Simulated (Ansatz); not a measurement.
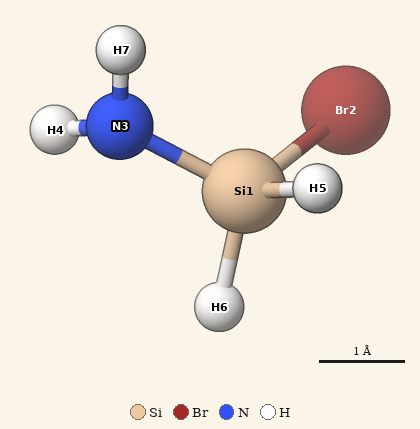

The starting structure (ball-and-stick view, seen at a tilt; atoms are numbered from 1 in the order of the input). Bond lengths as drawn: Br–Si 2.26 Å, H–N 1.02 Å, H–Si 1.49 Å and N–Si 1.72 Å.

Run report: SiNH4Br, nudged elastic band

System: SiNH4Br.
Method: RKS r2SCAN/def2-SVP (Ansatz 0.2.0).

It belongs to a series of runs on one base structure; here: band between the two ends. Figures and captions count atoms from 1; the log counts them from 0 in places.

## Input
```yaml
crystal:
  periodic: [false, false, false]
  atoms:
    - { symbol: Si, position_ang: [0.146561, -0.082025, 0.610142] }
    - { symbol: Br, position_ang: [2.068343, -1.242042, 0.348941] }
    - { symbol: "N", position_ang: [-0.645398, 0.379298, -0.841268] }
    - { symbol: H, position_ang: [-1.091986, -0.330475, -1.415799] }
    - { symbol: H, position_ang: [0.517695, 1.149912, 1.351811] }
    - { symbol: H, position_ang: [-0.761357, -0.974421, 1.374881] }
    - { symbol: H, position_ang: [-0.233959, 1.099752, -1.428608] }
basis:
  gaussian: { orbitals: def2-SVP }
hamiltonian:
  xc: r2scan
neb:
  order_check: false
  images: 7
  f_tol: 0.03
  max_iterations: 60
  final_atoms:
    - { symbol: Si, position_ang: [-0.33741689, 0.53789585, 0.94477658] }
    - { symbol: Br, position_ang: [1.11049013, -2.29438613, -1.32429001] }
    - { symbol: "N", position_ang: [-0.08525681, 0.38659592, -0.64569603] }
    - { symbol: H, position_ang: [0.47785507, -0.85692215, -1.07123333] }
    - { symbol: H, position_ang: [-0.88883313, 1.73539611, 1.63553193] }
    - { symbol: H, position_ang: [0.00155064, -0.61690376, 1.80031434] }
    - { symbol: H, position_ang: [-0.27849002, 1.10832316, -1.33930347] }
  initial_path:
    images:
      - { positions_ang: [[0.146561, -0.082025, 0.610142], [2.068343, -1.242042, 0.348941], [-0.645398, 0.379298, -0.841268], [-1.091986, -0.330475, -1.415799], [0.517695, 1.149912, 1.351811], [-0.761357, -0.974421, 1.374881], [-0.233959, 1.099752, -1.428608]] }
      - { positions_ang: [[0.06692148, -0.01677146, 0.6476402], [1.97377756, -1.30098617, 0.19282809], [-0.62773161, 0.36087365, -0.84446282], [-0.71999692, -0.35750854, -1.4076083], [0.55364289, 1.13884604, 1.39300653], [-0.81028166, -0.90334073, 1.43674983], [-0.43643274, 1.07888621, -1.41805354]] }
      - { positions_ang: [[-0.01271804, 0.04848208, 0.6851384], [1.87921212, -1.35993034, 0.03671518], [-0.61006522, 0.34244929, -0.84765763], [-0.34800783, -0.38454208, -1.39941759], [0.58959079, 1.12778009, 1.43420207], [-0.85920633, -0.83226046, 1.49861866], [-0.63890649, 1.05802042, -1.40749908]] }
      - { positions_ang: [[-0.09235756, 0.11373562, 0.72263661], [1.78464668, -1.4188745, -0.11939774], [-0.59239883, 0.32402494, -0.85085245], [0.02398125, -0.41157562, -1.39122689], [0.62553868, 1.11671413, 1.4753976], [-0.90813099, -0.76118019, 1.56048748], [-0.84138023, 1.03715462, -1.39694462]] }
      - { positions_ang: [[-0.17199708, 0.17898916, 0.76013481], [1.69008124, -1.47781867, -0.27551065], [-0.57473244, 0.30560058, -0.85404726], [0.39597033, -0.43860916, -1.38303618], [0.66148658, 1.10564817, 1.51659313], [-0.95705566, -0.69009992, 1.62235631], [-1.04385398, 1.01628883, -1.38639016]] }
      - { positions_ang: [[-0.21335203, 0.26871583, 0.80629525], [1.54518347, -1.68196054, -0.53770549], [-0.45236353, 0.32584942, -0.80195945], [0.41644152, -0.5431874, -1.30508547], [0.27390665, 1.26308516, 1.54632783], [-0.71740408, -0.67180088, 1.66684582], [-0.85251299, 1.03929741, -1.37461849]] }
      - { positions_ang: [[-0.25470698, 0.35844251, 0.85245569], [1.40028569, -1.8861024, -0.79990033], [-0.32999463, 0.34609825, -0.74987165], [0.4369127, -0.64776565, -1.22713476], [-0.11367327, 1.42052214, 1.57606253], [-0.47775251, -0.65350184, 1.71133532], [-0.661172, 1.062306, -1.36284682]] }
      - { positions_ang: [[-0.29606194, 0.44816918, 0.89861614], [1.25538791, -2.09024426, -1.06209517], [-0.20762572, 0.36634709, -0.69778384], [0.45738389, -0.7523439, -1.14918405], [-0.5012532, 1.57795912, 1.60579723], [-0.23810093, -0.6352028, 1.75582483], [-0.46983101, 1.08531458, -1.35107515]] }
      - { positions_ang: [[-0.33741689, 0.53789585, 0.94477658], [1.11049013, -2.29438613, -1.32429001], [-0.08525681, 0.38659592, -0.64569603], [0.47785507, -0.85692215, -1.07123333], [-0.88883313, 1.73539611, 1.63553193], [0.00155064, -0.61690376, 1.80031434], [-0.27849002, 1.10832316, -1.33930347]] }
```

Run on 2 threads of Arm Neoverse V1, 24 GiB of memory available, shared host.

Launched with:
```bash
ansatz run input.yaml --threads 2 --pin off --max-ram 3072MiB --backend cpu --events-out ev --progress --plain --runs-dir out
```

## What the program printed
```
Engine: ansatz 0.2.0, aarch64-unknown-linux-gnu
Functional definition: r2SCAN
  parameter k0 = 0.174
  parameter k1 = 0.065
  parameter a1 = 4.9479
  exchange = r2scan_x(k0 = k0, k1 = k1, a1 = a1)
  correlation = r2scan_c
945 factors; their error is unknown
mean field evaluation 1: about -79461.5155 eV, gradient 5.3e1 eV
mean field evaluation 2: about -79442.6004 eV, gradient 9.7e1 eV
mean field evaluation 4: about -79467.2270 eV, gradient 4.4e0 eV
mean field evaluation 8: about -79467.1617 eV, gradient 1.7e-1 eV
mean field evaluation 16: about -79467.1618 eV, gradient 1.2e-5 eV
mean field -79467.16177337 eV, -2920.3643303946 hartree, gradient 1.2e-5 eV, S^2 0.000000; 0 other end points of the search recorded, 0 dependent functions left out
the calculation of the forces begins
reference -79467.16178170 eV, -2920.3643307006 hartree; 30, 30 occupied and 54, 54 virtual orbitals, 945 factors
945 factors; their error is unknown
mean field evaluation 32: about -79464.2544 eV, gradient 1.0e-4 eV
mean field -79464.25441975 eV, -2920.2574871196 hartree, gradient 2.3e-6 eV, S^2 0.000000; 0 other end points of the search recorded, 0 dependent functions left out
[... from here on the field's lines of each further geometry are left out, up to the last ...]
NEB iter   1: max|band force component| = 5.953e0 eV/Å  barrier→ = 3.9472 eV  barrier← = 1.0399 eV  Δτ_max = 0.1990 Å  (241 SCF iters)
NEB iter   2: max|band force component| = 2.792e0 eV/Å  barrier→ = 3.1422 eV  barrier← = 0.2348 eV  Δτ_max = 0.2000 Å  (225 SCF iters)
NEB iter   3: max|band force component| = 3.665e0 eV/Å  barrier→ = 2.9537 eV  barrier← = 0.0464 eV  Δτ_max = 0.0995 Å  (206 SCF iters)
NEB iter   4: max|band force component| = 1.321e0 eV/Å  barrier→ = 2.9286 eV  barrier← = 0.0213 eV  Δτ_max = 0.1976 Å  (199 SCF iters)
NEB iter   5: max|band force component| = 1.582e0 eV/Å  barrier→ = 2.9240 eV  barrier← = 0.0166 eV  Δτ_max = 0.0996 Å  (204 SCF iters)
NEB iter   6: max|band force component| = 4.259e-1 eV/Å  barrier→ = 2.9216 eV  barrier← = 0.0143 eV  CI = image 7  Δτ_max = 0.0827 Å  (199 SCF iters)
NEB iter   7: max|band force component| = 2.370e-1 eV/Å  barrier→ = 2.9213 eV  barrier← = 0.0139 eV  CI = image 7  Δτ_max = 0.0844 Å  (202 SCF iters)
NEB iter   8: max|band force component| = 7.229e-1 eV/Å  barrier→ = 2.9193 eV  barrier← = 0.0119 eV  CI = image 7  Δτ_max = 0.0428 Å  (204 SCF iters)
NEB iter   9: max|band force component| = 9.030e-2 eV/Å  barrier→ = 2.9180 eV  barrier← = 0.0107 eV  CI = image 7  Δτ_max = 0.0241 Å  (203 SCF iters)
NEB iter  10: max|band force component| = 1.259e-1 eV/Å  barrier→ = 2.9171 eV  barrier← = 0.0098 eV  CI = image 7  Δτ_max = 0.0121 Å  (206 SCF iters)
NEB iter  11: max|band force component| = 6.366e-2 eV/Å  barrier→ = 2.9167 eV  barrier← = 0.0093 eV  CI = image 7  Δτ_max = 0.0121 Å  (197 SCF iters)
NEB iter  12: max|band force component| = 4.786e-2 eV/Å  barrier→ = 2.9163 eV  barrier← = 0.0089 eV  CI = image 7  Δτ_max = 0.0121 Å  (198 SCF iters)
NEB iter  13: max|band force component| = 2.706e-2 eV/Å  barrier→ = 2.9158 eV  barrier← = 0.0085 eV  CI = image 7  Δτ_max = 0.0121 Å  (190 SCF iters)
NEB iter  14: max|band force component| = 3.092e-2 eV/Å  barrier→ = 2.9154 eV  barrier← = 0.0081 eV  CI = image 7  Δτ_max = 0.0241 Å  (29 SCF iters)
NEB iter  15: max|band force component| = 4.127e-2 eV/Å  barrier→ = 2.9147 eV  barrier← = 0.0073 eV  CI = image 7  Δτ_max = 0.0121 Å  (198 SCF iters)
NEB iter  16: max|band force component| = 2.339e-2 eV/Å  barrier→ = 2.9144 eV  barrier← = 0.0070 eV  CI = image 7  Δτ_max = 0.0121 Å  (190 SCF iters)
the calculation of the forces begins
reference -79464.33520935 eV, -2920.2604560826 hartree; 30, 30 occupied and 54, 54 virtual orbitals, 945 factors
945 factors; their error is unknown
mean field evaluation 992: about -79464.2477 eV, gradient 3.3e-5 eV
mean field -79464.24766684 eV, -2920.2572389548 hartree, gradient 1.2e-5 eV, S^2 0.000000; 1 other end points of the search recorded, 0 dependent functions left out
the calculation of the forces begins
reference -79464.24767531 eV, -2920.2572392662 hartree; 30, 30 occupied and 54, 54 virtual orbitals, 945 factors
NEB iter  17: max|band force component| = 2.724e-2 eV/Å  barrier→ = 2.9141 eV  barrier← = 0.0068 eV  CI = image 7  Δτ_max = 0.0000 Å  (229 SCF iters)
```

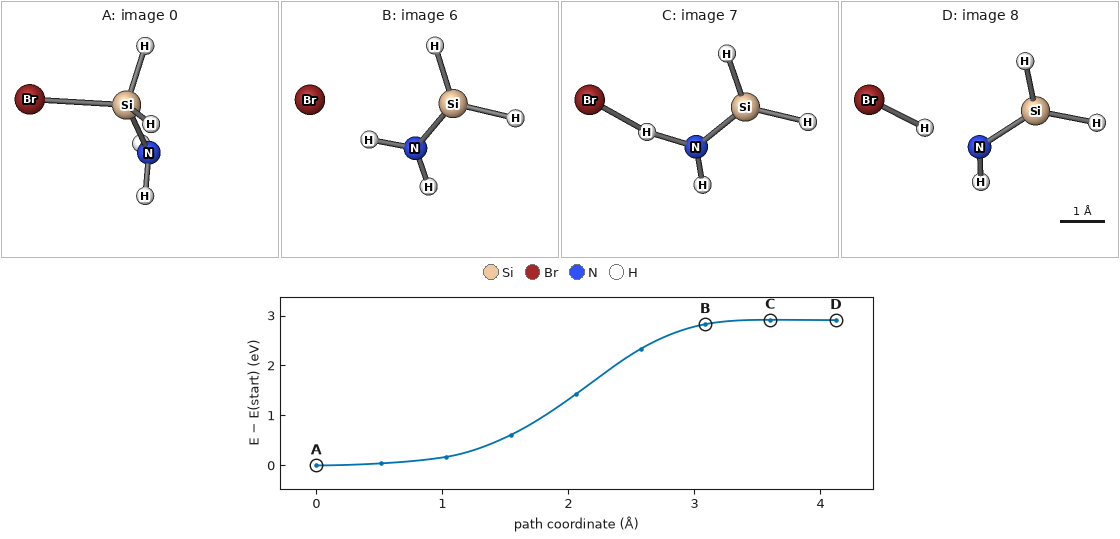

Images of the last band (counted from 0; ball-and-stick, seen at a tilt) above the energy along the path; the line is a cubic interpolation that uses the forces. The highest image is number 7, 2.914 eV above the start and 0.007 eV above the end (the climbing image); the end lies 2.907 eV above the start. The path is 4.12 Å long. The band converged in 17 iterations.

```
Total energy: -79464.24767531 eV, -2920.2572392662 hartree
Atom 0 at    -0.309866     0.453564     0.904414 Å, force     0.004691    -0.009023    -0.000563 eV/Å
Atom 1 at     1.239286    -2.185334    -1.057221 Å, force    -0.002542    -0.005449     0.003554 eV/Å
Atom 2 at    -0.207198     0.363926    -0.715808 Å, force     0.001832     0.014158    -0.004992 eV/Å
Atom 3 at     0.341536    -0.690810    -1.067096 Å, force    -0.002201     0.003230     0.005156 eV/Å
Atom 4 at    -0.654852     1.702726     1.628312 Å, force    -0.005567    -0.001571     0.001410 eV/Å
Atom 5 at    -0.053007    -0.766570     1.687470 Å, force     0.004403     0.002000    -0.002951 eV/Å
Atom 6 at    -0.356000     1.122496    -1.379971 Å, force    -0.000615    -0.003345    -0.001614 eV/Å
Dipole moment:    -0.757567     1.415152     0.801718 e Å
this run last wrote the band of iteration 17 to [file]; this run last wrote the band within `neb.f_tol` of iteration 16 to [file]
```

## The last band as extended XYZ (Å, eV, eV/Å)
```
7
Properties=species:S:1:pos:R:3:forces:R:3 image=0 energy=-79467.16177
Si    0.1466   -0.0820    0.6101    0.0023  -0.0028   0.0002
Br    2.0683   -1.2420    0.3489   -0.0006   0.0003   0.0009
N    -0.6454    0.3793   -0.8413   -0.0012   0.0027  -0.0076
H    -1.0920   -0.3305   -1.4158    0.0008   0.0013   0.0043
H     0.5177    1.1499    1.3518   -0.0006   0.0008  -0.0006
H    -0.7614   -0.9744    1.3749    0.0000  -0.0005  -0.0003
H    -0.2340    1.0998   -1.4286   -0.0007  -0.0019   0.0030
7
Properties=species:S:1:pos:R:3:forces:R:3 image=1 energy=-79467.12053
Si    0.1248   -0.0855    0.6196    0.0060  -0.0086  -0.0073
Br    1.9669   -1.3502    0.3108    0.0521   0.0379   0.0434
N    -0.6524    0.3229   -0.8569   -0.0077   0.0128   0.0064
H    -0.7709   -0.3861   -1.5754   -0.1052  -0.0029   0.0135
H     0.5107    1.1898    1.2805    0.0150  -0.0158  -0.0002
H    -0.7376   -0.9119    1.5032   -0.0195  -0.0197  -0.0395
H    -0.4417    1.2209   -1.2817    0.0593  -0.0035  -0.0163
7
Properties=species:S:1:pos:R:3:forces:R:3 image=2 energy=-79466.99148
Si    0.0936   -0.0636    0.6434    0.0001  -0.0436  -0.0227
Br    1.8111   -1.4558    0.1953    0.1736   0.1368   0.1933
N    -0.6120    0.2805   -0.8848   -0.0651  -0.0117  -0.0052
H    -0.3841   -0.3700   -1.6317   -0.1778   0.0076  -0.0728
H     0.4178    1.2391    1.2991    0.2175  -0.0945  -0.0360
H    -0.6993   -0.8636    1.6130   -0.1545  -0.0060  -0.1045
H    -0.6272    1.2335   -1.2341    0.0063   0.0114   0.0478
7
Properties=species:S:1:pos:R:3:forces:R:3 image=3 energy=-79466.55095
Si    0.0776   -0.0175    0.6781    0.0571  -0.2114  -0.0950
Br    1.6201   -1.6001   -0.0043    0.3382   0.4135   0.5354
N    -0.5312    0.3008   -0.8881   -0.1975  -0.0691  -0.0469
H    -0.1672   -0.3692   -1.5595   -0.2981   0.0906  -0.2819
H     0.1687    1.3340    1.3495    0.6256  -0.2584  -0.1172
H    -0.5513   -0.8782    1.7101   -0.4331   0.0008  -0.1415
H    -0.6168    1.2302   -1.2857   -0.0921   0.0340   0.1471
7
Properties=species:S:1:pos:R:3:forces:R:3 image=4 energy=-79465.73744
Si    0.0557    0.0659    0.7231    0.3315  -0.5096  -0.2356
Br    1.4765   -1.7687   -0.2435    0.2353   0.7015   0.9267
N    -0.4546    0.3361   -0.8673   -0.2598  -0.0642  -0.1067
H    -0.0520   -0.4001   -1.4454   -0.3856   0.2176  -0.5123
H    -0.0774    1.4332    1.4054    0.7590  -0.4050  -0.2318
H    -0.3640   -0.8907    1.7643   -0.5104  -0.0672   0.0157
H    -0.5844    1.2242   -1.3364   -0.1699   0.1268   0.1439
7
Properties=species:S:1:pos:R:3:forces:R:3 image=5 energy=-79464.83037
Si   -0.0437    0.2020    0.7926    0.3910  -0.3909  -0.1855
Br    1.4166   -1.9555   -0.5058    0.1691   0.4192   0.7808
N    -0.3796    0.3579   -0.8339   -0.2233   0.0034  -0.1467
H     0.0639   -0.4505   -1.3119   -0.3068   0.2631  -0.4095
H    -0.2947    1.5325    1.4795    0.4897  -0.3004  -0.1954
H    -0.2321   -0.8908    1.7496   -0.3525  -0.1420   0.1057
H    -0.5305    1.2045   -1.3700   -0.1672   0.1476   0.0506
7
Properties=species:S:1:pos:R:3:forces:R:3 image=6 energy=-79464.33520
Si   -0.1875    0.3383    0.8615    0.1011  -0.0846  -0.0447
Br    1.3477   -2.1063   -0.7857    0.0790   0.0605   0.2873
N    -0.2970    0.3654   -0.7810   -0.0858   0.0016  -0.0575
H     0.1825   -0.5370   -1.1729   -0.1116   0.1571  -0.1140
H    -0.4669    1.6277    1.5580    0.1614  -0.0857  -0.0711
H    -0.1279   -0.8595    1.7017   -0.0809  -0.1027  -0.0036
H    -0.4509    1.1714   -1.3814   -0.0631   0.0537   0.0036
7
Properties=species:S:1:pos:R:3:forces:R:3 image=7 energy=-79464.24767
Si   -0.3099    0.4536    0.9044    0.0047  -0.0090  -0.0006
Br    1.2393   -2.1853   -1.0572   -0.0025  -0.0054   0.0036
N    -0.2072    0.3639   -0.7158    0.0018   0.0142  -0.0050
H     0.3415   -0.6908   -1.0671   -0.0022   0.0032   0.0052
H    -0.6549    1.7027    1.6283   -0.0056  -0.0016   0.0014
H    -0.0530   -0.7666    1.6875    0.0044   0.0020  -0.0030
H    -0.3560    1.1225   -1.3800   -0.0006  -0.0033  -0.0016
7
Properties=species:S:1:pos:R:3:forces:R:3 image=8 energy=-79464.25442
Si   -0.3374    0.5379    0.9448   -0.0125  -0.0050   0.0060
Br    1.1105   -2.2944   -1.3243    0.0037  -0.0118  -0.0009
N    -0.0853    0.3866   -0.6457    0.0032   0.0029   0.0073
H     0.4779   -0.8569   -1.0712   -0.0043   0.0105   0.0023
H    -0.8888    1.7354    1.6355    0.0070  -0.0085  -0.0046
H     0.0016   -0.6169    1.8003    0.0032   0.0076  -0.0028
H    -0.2785    1.1083   -1.3393   -0.0003   0.0043  -0.0072
```

## Results in brief

| quantity | value |
| --- | --- |
| outcome | converged |
| barrier, forward | 2.914 eV |
| barrier, backward | 0.007 eV |
| wall time | 4.2 min (CPU time 8.2 min) |
| peak memory | 0.17 GiB |

The order of the saddle point was not checked.
